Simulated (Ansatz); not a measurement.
# CH₇OSi₂ (doublet): what the fields show

The calculation's input:

```
crystal:
  periodic: [false, false, false]
  atoms:
    - {symbol: C, position_ang: [0.471696, 2.202439, -0.221220]}
    - {symbol: O, position_ang: [-0.032028, 0.981857, 0.270834]}
    - {symbol: Si, position_ang: [-0.447134, -0.302187, -0.677129]}
    - {symbol: Si, position_ang: [-0.539153, -2.213427, 0.661614]}
    - {symbol: H, position_ang: [1.181697, 2.044735, -1.041207]}
    - {symbol: H, position_ang: [-0.340665, 2.843505, -0.578351]}
    - {symbol: H, position_ang: [0.986604, 2.713779, 0.594046]}
    - {symbol: H, position_ang: [0.535432, -0.403147, -1.807805]}
    - {symbol: H, position_ang: [-1.604426, -2.050145, 1.685288]}
    - {symbol: H, position_ang: [0.744749, -2.515421, 1.354932]}
    - {symbol: H, position_ang: [-0.891369, -3.358988, -0.220602]}
basis:
  gaussian: {orbitals: def2-TZVPP}
magnetization: {spin_polarized: true, initial_magnetization: 1}
hamiltonian: {xc: pbe0, dispersion: d4}
output: {orbitals: {seedname: orbitals}}
```

Command:

```sh
ansatz run in.yaml --threads 2 --pin off --events-out ev --progress --plain --max-ram 22528MiB --backend cpu
```

Geometry: PBE0-D4/def2-TZVP.

Computed with UKS PBE0-D4/def2-TZVPP in Ansatz 0.2.0.

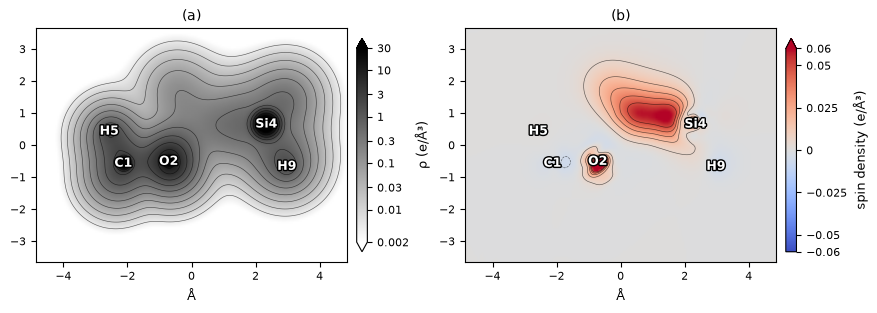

Figure 1. (a) electron density; (b) spin density (α minus β) on the plane of atoms O2, C1 and H5.

### Describe what can be read from this map.

- The plane passes through C, O, Si and H nuclei.
- C–O (1.41 Å): the density is about 2 e/Å³ at the midpoint, with its minimum of 1.7 e/Å³ about 0.5 Å from C.
- C–H (1.10 Å): ρ at the midpoint is about 2 e/Å³.
- Si–H (1.49 Å): the density is about 0.79 e/Å³ at the midpoint.
- The unpaired spin (1 electron) lies mostly on Si3 (about 0.7), Si4 (about 0.1) and O2 (about 0.1), in electrons by Hirshfeld's partition.

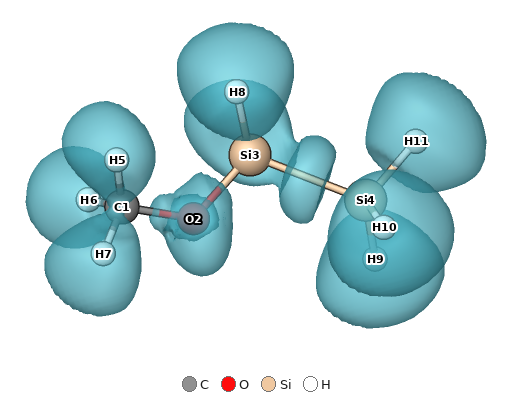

Figure 2. Isosurface of the electron localisation function at 0.75 (cyan), seen across its widest extent. Only the valence region is drawn (cores and ρ < 0.01 e/Å³ removed).

### Identify the bonds, lone pairs and shells in this picture.

At this value the surface marks out five regions around hydrogen nuclei, one region on O in which the atom's valence shell and bonds are merged, one region on Si in which the atom's valence shell and bonds are merged and one joined region spread over several atoms (C, H), in which their bonds and any lone pairs are merged. Along the contacts the grid gives the following. C–O (1.41 Å): the ELF peaks at about 0.85 between the atoms; a shared but strongly polarised pair. Si–O (1.65 Å): the ELF peaks at about 0.85 between the atoms; a shared but strongly polarised pair.

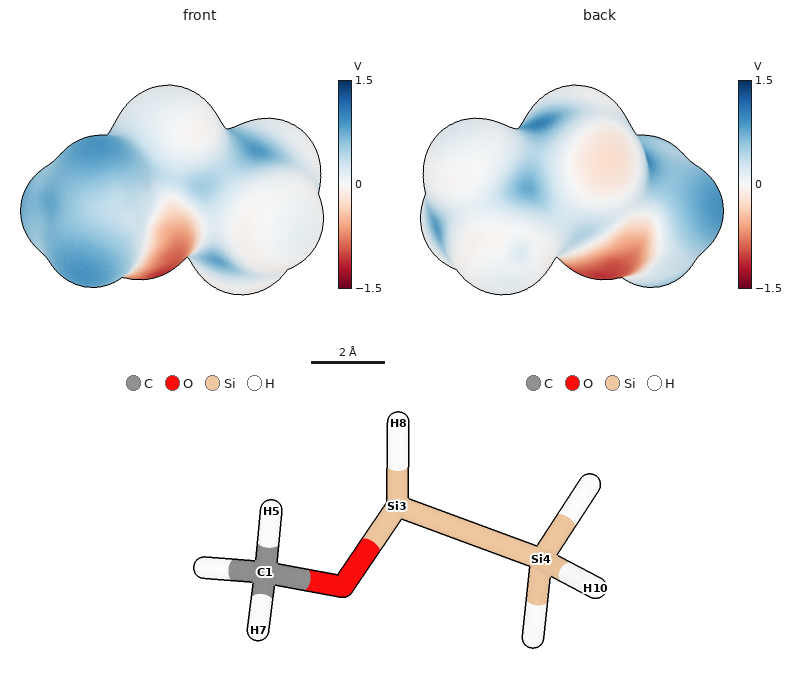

Figure 3. The molecular electrostatic potential painted on the density surface at 0.002 e/bohr³, seen from the front and from behind; the colour scale runs from red (negative) to blue (positive). The bare structure is drawn below in the same view.

### Describe the electrostatic potential map.

The most negative region (about −1.0 V, or −23 kcal/mol for a unit charge) lies over O2, the most positive (about +0.9 V, or +21 kcal/mol for a unit charge) over Si3 and H7. O2 is the likeliest acceptor of a hydrogen bond.
